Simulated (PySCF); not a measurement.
**CH9AsGaN: one change and its effect**

System: CH9AsGaN, SMILES C[NH][GaH2-][AsH3+].
Method of run A: TDDFT PBE0/aug-cc-pVDZ, vertical, gas phase, core orbitals frozen in the response (PySCF 2.14.0).

The geometry comes from this level: PBE0-D3(BJ)/def2-SVP. Text and figures count atoms from 1; the logs count them from 0 in places.

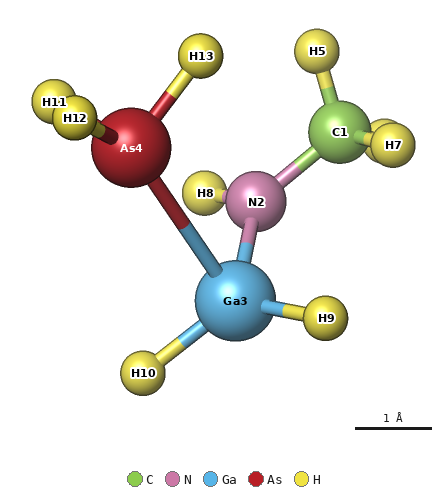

Fig. 1: The input geometry (ball-and-stick view, seen at a tilt; atoms are numbered from 1 in the order of the input). Sticks mark near contacts.

## Input, run A
```
{"job": {"kind": "uv", "xc": "PBE0", "basis": "aug-cc-pVDZ"}, "charge": 0, "multiplicity": 1}
C     -1.709625     0.838658    -0.513332
N     -1.115310    -0.283355     0.162141
Ga    -0.088663    -1.618726    -0.577927
As     2.136852     0.074640    -0.003794
H     -1.368489     1.818285    -0.122659
H     -2.816078     0.842290    -0.461571
H     -1.447201     0.816313    -1.583311
H     -1.326450    -0.314425     1.153404
H      0.021756    -1.598439    -2.141214
H      0.300310    -2.803861     0.369597
H      2.016613     0.459090     1.457384
H      3.642066     0.306899    -0.081339
H      1.760355     1.445854    -0.528928
```

The first line tells a small driver script what to run in PySCF; the rest is the geometry in Å.

Command:
```bash
OMP_NUM_THREADS=1 python <driver script> task.json out
```

Hardware: 1 CPU thread, shared host.

## Output (run A)
```
coarse grid: 47296 points
cycle   1  E = -4258.2372749204  dE = -1.187e+00  |g| = 4.322e-01  |ddm| = 7.235e+00
cycle   2  E = -4258.1410217506  dE =  9.625e-02  |g| = 7.544e-01  |ddm| = 2.221e+00
cycle   3  E = -4258.2821702724  dE = -1.411e-01  |g| = 8.178e-02  |ddm| = 1.343e+00
cycle   4  E = -4258.2838015281  dE = -1.631e-03  |g| = 1.976e-02  |ddm| = 2.705e-01
cycle   5  E = -4258.2838889648  dE = -8.744e-05  |g| = 6.793e-03  |ddm| = 5.847e-02
cycle   6  E = -4258.2839002949  dE = -1.133e-05  |g| = 1.153e-03  |ddm| = 1.464e-02
cycle   7  E = -4258.2839006346  dE = -3.396e-07  |g| = 2.036e-04  |ddm| = 3.907e-03
final grid: 96912 points
cycle   8  E = -4258.2838836978  dE = -3.924e-08  |g| = 1.961e-04  |ddm| = 7.523e-03
cycle   9  E = -4258.2838836991  dE = -1.281e-09  |g| = 1.886e-04  |ddm| = 1.168e-03
cycle  10  E = -4258.2838837092  dE = -1.014e-08  |g| = 1.338e-05  |ddm| = 4.979e-04
cycle  11  E = -4258.2838837093  dE = -7.003e-11  |g| = 4.345e-06  |ddm| = 3.970e-05
converged SCF energy = -4258.2838837093

Static polarisability (au): isotropic 93.432, principal 79.441 92.270 108.584

Singlet excitations
state   eV       nm        f      main configurations
  1   4.7577    260.6   0.03205   H->L 0.92
  2   5.0017    247.9   0.01301   H->L+2 0.88
  3   5.2126    237.9   0.14316   H->L+1 0.86
  4   5.2630    235.6   0.01090   H->L+3 0.85, H->L+2 0.09
  5   5.7269    216.5   0.00378   H->L+4 0.90
  6   5.8563    211.7   0.04158   H->L+5 0.79, H->L+6 0.15
  7   6.1123    202.8   0.01472   H->L+7 0.58, H->L+6 0.34
  8   6.1623    201.2   0.00673   H->L+6 0.41, H->L+7 0.38, H->L+5 0.10
  9   6.3261    196.0   0.02279   H->L+9 0.63, H->L+8 0.15, H->L+10 0.12
 10   6.4612    191.9   0.00353   H->L+10 0.72, H->L+9 0.16

Triplet excitations (Tamm-Dancoff, eV): 4.2181 4.7370 4.8369 5.0706
```

The input of run B differs as follows (lines with − go, lines with + come):
```diff
-"basis": "aug-cc-pVDZ"
+"basis": "def2-TZVPD"
```

What does this change do to the results?

The total energy of run B is 56.5 kcal/mol lower, which measures the change of basis and not a stability. The LUMO goes from −0.55 to −0.36 eV. The lowest excitation goes from 4.76 to 4.96 eV. The strongest computed line goes from 5.21 to 5.28 eV. The number of SCF iterations is the same. The basis functions go from 199 to 263.

## Output (run B)
```
coarse grid: 47296 points
cycle   1  E = -4258.2905019721  dE = -1.217e+00  |g| = 8.701e-01  |ddm| = 3.238e+00
cycle   2  E = -4258.1476528968  dE =  1.428e-01  |g| = 1.258e+00  |ddm| = 1.672e+00
cycle   3  E = -4258.3647463015  dE = -2.171e-01  |g| = 2.080e-01  |ddm| = 1.091e+00
cycle   4  E = -4258.3737855290  dE = -9.039e-03  |g| = 3.918e-02  |ddm| = 1.890e-01
cycle   5  E = -4258.3739867430  dE = -2.012e-04  |g| = 1.546e-02  |ddm| = 4.448e-02
cycle   6  E = -4258.3740182157  dE = -3.147e-05  |g| = 2.089e-03  |ddm| = 1.527e-02
cycle   7  E = -4258.3740190656  dE = -8.499e-07  |g| = 4.515e-04  |ddm| = 3.043e-03
final grid: 96912 points
cycle   8  E = -4258.3740003438  dE = -6.439e-08  |g| = 4.991e-04  |ddm| = 7.170e-03
cycle   9  E = -4258.3740003314  dE =  1.236e-08  |g| = 6.067e-04  |ddm| = 9.554e-04
cycle  10  E = -4258.3740003829  dE = -5.151e-08  |g| = 7.049e-05  |ddm| = 4.618e-04
cycle  11  E = -4258.3740003839  dE = -9.659e-10  |g| = 1.565e-05  |ddm| = 6.077e-05
converged SCF energy = -4258.3740003839

Static polarisability (au): isotropic 93.094, principal 79.253 92.055 107.974

Singlet excitations
state   eV       nm        f      main configurations
  1   4.9558    250.2   0.03137   H->L 0.80, H->L+1 0.17
  2   5.1838    239.2   0.06826   H->L+3 0.78, H->L+1 0.09
  3   5.2762    235.0   0.07858   H->L+1 0.57, H->L+2 0.28, H->L 0.09
  4   5.3222    233.0   0.02643   H->L+2 0.66, H->L+3 0.15, H->L+1 0.15
  5   6.1889    200.3   0.02505   H->L+4 0.59, H->L+5 0.22, H->L+6 0.16
  6   6.2639    197.9   0.01617   H->L+5 0.69, H->L+4 0.27
  7   6.4249    193.0   0.03247   H->L+6 0.49, H->L+7 0.32, H->L+5 0.08
  8   6.5723    188.6   0.00740   H-1->L 0.78
  9   6.5807    188.4   0.01344   H->L+7 0.54, H->L+6 0.26, H-1->L 0.12
 10   6.9184    179.2   0.03657   H->L+8 0.95

Triplet excitations (Tamm-Dancoff, eV): 4.2777 4.8339 5.0578 5.1086
```

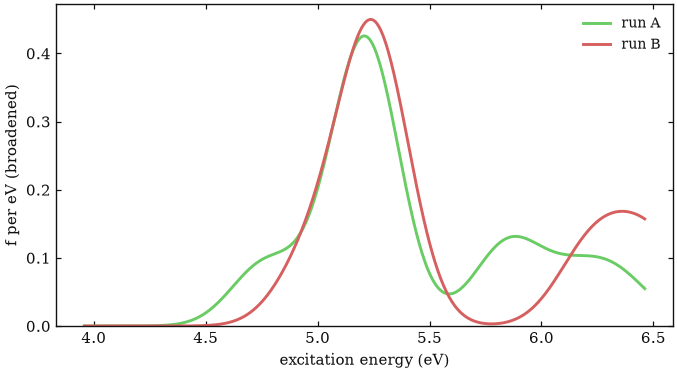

Fig. 2: Absorption of the two runs from their computed states, each broadened by a Gaussian of 0.35 eV full width; the range ends where the shorter list of states ends.

## The two runs side by side

| quantity | run A | run B |
| --- | --- | --- |
| outcome | converged | converged |
| total energy (hartree) | −4258.283884 | −4258.374000 |
| HOMO (eV) | −6.17 | −6.20 |
| LUMO (eV) | −0.55 | −0.36 |
| dipole moment (D) | 2.06 | 2.05 |
| lowest excitation (eV) | 4.76 | 4.96 |
| SCF iterations | 11 | 11 |
| strongest computed line (eV) | 5.21 | 5.28 |
| basis functions | 199 | 263 |
| wall time (shared host) | 40 s | 62 s |

For both runs: Spin–orbit coupling is left out, which matters for the heavy atoms.
